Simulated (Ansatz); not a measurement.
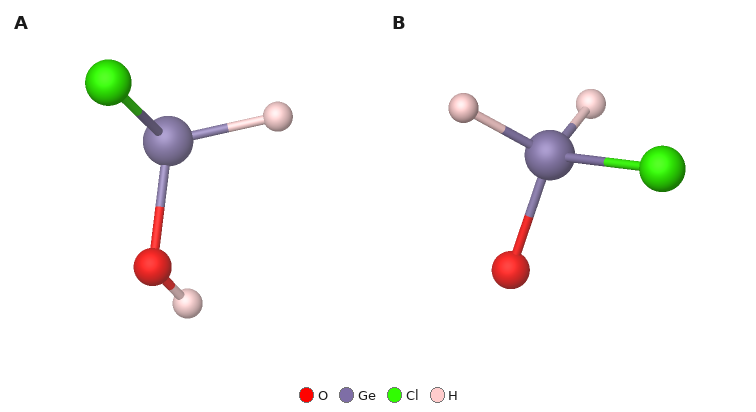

2 stationary structures of one formula. State: neutral, doublet. Geometries: PBE0-D4/def2-TZVP. Electronic energies: UHF-CCSD(T) (frozen core)/def2-TZVPP (Ansatz 0.2.0), without zero-point energy. No frequency run is at hand to confirm each as a minimum.

Question: Rank them by energy, lowest first.

Answer: A is lowest (C1); B lies 33.2 kcal/mol above it (Cs). A is `[OH][GeH][Cl]`, B is `[O][GeH2][Cl]`.
